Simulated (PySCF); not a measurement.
C6H4Cl, SMILES Clc1cc[c]cc1, doublet at its CAM-B3LYP/def2-SVP optimised geometry (Å):

```
11

Cl    -2.2240    -0.0192     0.0005
C     -0.4840    -0.0116     0.0000
C      0.1913     1.2083    -0.0001
C      1.5897     1.2205    -0.0001
C      2.2240     0.0004     0.0001
C      1.6007    -1.2253     0.0000
C      0.2022    -1.2253     0.0000
H     -0.3766     2.1400    -0.0003
H      2.1361     2.1666    -0.0001
H      2.1553    -2.1666     0.0002
H     -0.3575    -2.1620    -0.0001
```

Level of theory: unrestricted CAM-B3LYP/def2-TZVP in PySCF. Cells within 0.4 Å of a nucleus heavier than hydrogen are left out (blank, or x).

Map of the electrostatic potential (hartree/e), clipped to [-0.08, 0.12] on the plane z = 0.0 Å:

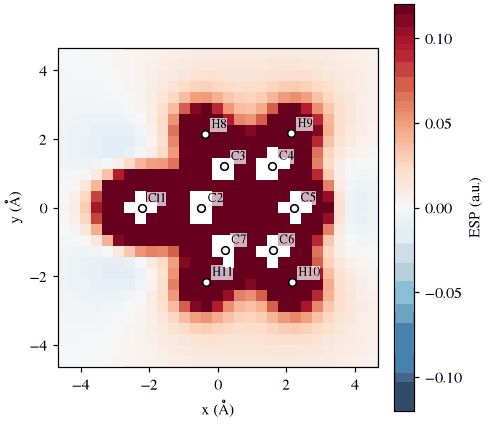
Figure. Electrostatic potential (hartree/e), clipped to [-0.08, 0.12] on the plane z = 0.0 Å.
